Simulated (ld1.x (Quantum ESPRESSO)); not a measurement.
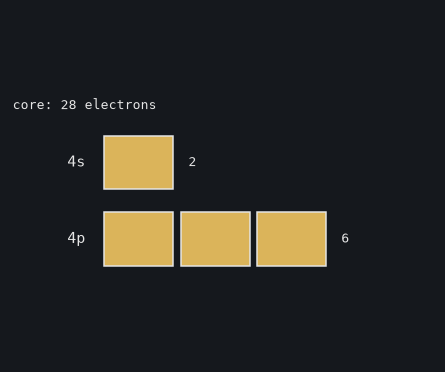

Figure 1. The valence shells of the reference configuration: a box for each of the 2l + 1 orbitals, shaded by the share of the shell that is filled, with the electron count at the right. The shells are those of the unaltered input.

## Pseudopotential generation, with input and output: Kr

Krypton (Kr, Z = 36), core [Ar] 3d10, reference valence 4s2 4p6, valence charge 8. (This line and the method describe the unaltered input from which the odd one was made.) Computed at this level: TM potential, BLYP, scalar-relativistic, made with ld1.x (Quantum ESPRESSO) 7.5.

**Input**
```
 &input
   title='Kr', zed=36., rel=1, dft='BLYP', iswitch=3, lsd=1,
   config='[Kr] 4d-2',
   nld=3, rlderiv=1.30, eminld=-4.0, emaxld=5.0, deld=0.02
 /
 &inputp
   pseudotype=2, tm=.true., lloc=-1, rcloc=1.20,
   nlcc=.true., new_core_ps=.true., rcore=0.55,
   file_pseudopw='Kr.UPF', file_wfcaegen='ae.wfc', file_wfcncgen='nc.wfc', file_beta='beta', file_chi='chi'
 /
3
4S  1  0   2.00   0.00  1.20  1.20  0.0
4P  2  1   6.00   0.00  1.10  1.10  0.0
4D  3  2  -2.00   0.35  1.15  1.15  0.0
 &test
   configts(1)='4s2 4p6'
 /
```

Hardware: 1 CPU thread, shared host.

Launched with:
```bash
ld1.x < Kr.in > Kr.out
```

**Log**
```
     Program LD1 v.7.5
     --------------------------- All-electron run ----------------------------

     Kr
     scalar relativistic calculation

     atomic number is 36.00
     dft =BLYP   lsd =0 sic =0 latt =0  beta=0.20 tr2=1.0E-14
     Exchange-correlation= BLYP
                           (   1   3   1   3   0   0   0)
     mesh =1217 r(mesh) = 101.13751 a.u. xmin = -7.00 dx = 0.01250
     1 Ry =  13.60569312 eV, c = 137.03599908

     n l     nl                  e(Ry)          e(Ha)          e(eV)
     1 0     1S 1( 2.00)     -1040.8750      -520.4375    -14161.8252
     2 0     2S 1( 2.00)      -137.0587       -68.5294     -1864.7792
     2 1     2P 1( 6.00)      -121.2022       -60.6011     -1649.0395
     3 0     3S 1( 2.00)       -19.3760        -9.6880      -263.6239
     3 1     3P 1( 6.00)       -14.3298        -7.1649      -194.9672
     4 0     4S 1( 2.00)        -1.6858        -0.8429       -22.9363
     4 1     4P 1( 6.00)        -0.6683        -0.3342        -9.0928
     3 2     3D 1(10.00)        -5.9754        -2.9877       -81.3000

     final scf error:  7.2E-15 reached in  37 iterations

     Etot =   -5581.431916 Ry,   -2790.715958 Ha,  -75939.249841 eV

     Ekin =    5709.408743 Ry,    2854.704371 Ha,   77680.463265 eV
     Encl =  -13461.216147 Ry,   -6730.608073 Ha, -183149.175953 eV
     Eh   =    2364.215396 Ry,    1182.107698 Ha,   32166.789157 eV
     Exc  =    -193.839909 Ry,     -96.919954 Ha,   -2637.326311 eV

     normalization and overlap integrals

     s(1S/1S) =  1.000000  <r> =   0.0415  <r2> =    0.0023  r(max) =   0.0271
     s(2S/2S) =  1.000000  <r> =   0.1835  <r2> =    0.0397  r(max) =   0.1540
     s(2P/2P) =  1.000000  <r> =   0.1601  <r2> =    0.0314  r(max) =   0.1229
     s(3S/3S) =  1.000000  <r> =   0.5305  <r2> =    0.3236  r(max) =   0.4684
     s(3P/3P) =  1.000000  <r> =   0.5408  <r2> =    0.3423  r(max) =   0.4625
     s(4S/4S) =  1.000000  <r> =   1.5686  <r2> =    2.8250  r(max) =   1.3384
     s(4P/4P) =  1.000000  <r> =   1.9519  <r2> =    4.5034  r(max) =   1.5550
     s(3D/3D) =  1.000000  <r> =   0.5561  <r2> =    0.3814  r(max) =   0.4133

     ------------------------ End of All-electron run ------------------------

     --------------------- Generating NC pseudopotential ---------------------

      Generating local potential from pseudized AE potential:
      Matching radius rcloc =   1.2000

      Local pseudo, rcloc= 1.211 Estimated cut-off energy=    16.79 Ry

      Computing core charge for nlcc:

       r > 0.55 : true rho core
      Core charge pseudized with two Bessel functions
      Integrated core pseudo-charge :  21.10

      Wfc   4S  rcut= 1.211  Using Troullier-Martins method

      Wfc   4P  rcut= 1.096  Using Troullier-Martins method

      Wfc   4D  rcut= 1.152  Using Troullier-Martins method

     ------------------- End of pseudopotential generation -------------------

     --------------------------- All-electron run ----------------------------

     Kr
     scalar relativistic calculation

     atomic number is 36.00
     dft =BLYP   lsd =0 sic =0 latt =0  beta=0.20 tr2=1.0E-14
     Exchange-correlation= BLYP
                           (   1   3   1   3   0   0   0)
     mesh =1217 r(mesh) = 101.13751 a.u. xmin = -7.00 dx = 0.01250
     1 Ry =  13.60569312 eV, c = 137.03599908

     n l     nl                  e(Ry)          e(Ha)          e(eV)
     1 0     1S 1( 2.00)     -1040.8750      -520.4375    -14161.8252
     2 0     2S 1( 2.00)      -137.0587       -68.5294     -1864.7792
     2 1     2P 1( 6.00)      -121.2022       -60.6011     -1649.0395
     3 0     3S 1( 2.00)       -19.3760        -9.6880      -263.6239
     3 1     3P 1( 6.00)       -14.3298        -7.1649      -194.9672
     4 0     4S 1( 2.00)        -1.6858        -0.8429       -22.9363
     4 1     4P 1( 6.00)        -0.6683        -0.3342        -9.0928
     3 2     3D 1(10.00)        -5.9754        -2.9877       -81.3000

     final scf error:  7.2E-15 reached in  37 iterations

     Etot =   -5581.431916 Ry,   -2790.715958 Ha,  -75939.249841 eV

     Ekin =    5709.408743 Ry,    2854.704371 Ha,   77680.463265 eV
     Encl =  -13461.216147 Ry,   -6730.608073 Ha, -183149.175953 eV
     Eh   =    2364.215396 Ry,    1182.107698 Ha,   32166.789157 eV
     Exc  =    -193.839909 Ry,     -96.919954 Ha,   -2637.326311 eV

     normalization and overlap integrals

     s(1S/1S) =  1.000000  <r> =   0.0415  <r2> =    0.0023  r(max) =   0.0271
     s(2S/2S) =  1.000000  <r> =   0.1835  <r2> =    0.0397  r(max) =   0.1540
     s(2P/2P) =  1.000000  <r> =   0.1601  <r2> =    0.0314  r(max) =   0.1229
     s(3S/3S) =  1.000000  <r> =   0.5305  <r2> =    0.3236  r(max) =   0.4684
     s(3P/3P) =  1.000000  <r> =   0.5408  <r2> =    0.3423  r(max) =   0.4625
     s(4S/4S) =  1.000000  <r> =   1.5686  <r2> =    2.8250  r(max) =   1.3384
     s(4P/4P) =  1.000000  <r> =   1.9519  <r2> =    4.5034  r(max) =   1.5550
     s(3D/3D) =  1.000000  <r> =   0.5561  <r2> =    0.3814  r(max) =   0.4133

     ------------------------ End of All-electron run ------------------------

     Computing logarithmic derivative in   1.29726
     Computing logarithmic derivative in   1.29726
     Computing the partial wave expansion
     R is outside the sphere for l=    0 j= 0.00
     R is outside the sphere for l=    1 j= 0.00
     R is outside the sphere for l=    2 j= 0.00

     ---------------------- Testing the pseudopotential ----------------------

     Kr
     scalar relativistic calculation

     atomic number is 36.00   valence charge is  8.00
     dft =BLYP   lsd =0 sic =0 latt =0  beta=0.20 tr2=1.0E-14
     mesh =1217 r(mesh) = 101.13751 xmin = -7.00 dx = 0.01250

     n l     nl             e AE (Ry)        e PS (Ry)    De AE-PS (Ry)
     1 0     4S   1( 2.00)       -1.68579       -1.68580        0.00001
     2 1     4P   1( 6.00)       -0.66831       -0.66827       -0.00004

     eps = 1.3E-15  iter =  6

     Etot =   -5581.431916 Ry,   -2790.715958 Ha,  -75939.249841 eV
     Etotps =  -113.701934 Ry,     -56.850967 Ha,   -1546.993626 eV

     Ekin =      12.831349 Ry,       6.415675 Ha,     174.579403 eV
     Encl =     -80.714599 Ry,     -40.357299 Ha,   -1098.178060 eV
     Ehrt =      31.220185 Ry,      15.610092 Ha,     424.772252 eV
     Ecxc =     -84.442011 Ry,     -42.221006 Ha,   -1148.892094 eV
     (Ecc =     -76.537336 Ry,     -38.268668 Ha,   -1041.343506 eV)
     Epseu=       7.403142 Ry,       3.701571 Ha,     100.724872 eV

     ---------------------- End of pseudopotential test ----------------------
```

**What the run reported**

| quantity | value |
| --- | --- |
| outcome | generated |
| wall time | 1.8 s |

**What is odd here**

One thing in this input was made odd on purpose: spin polarisation asked for in a generation. The program ran to the end. The all-electron atom is untouched: its total energy equals that from the unaltered input (−5581.4319 Ry). The pseudo-atom's energy and levels in the reference configuration are also those from the unaltered input, so the oddity leaves no trace there. The pseudo-atom meets the occupied all-electron levels that the test lists within 0.00004 Ry. No test for ghost states or cutoffs was run on this potential, so its soundness isn't shown.
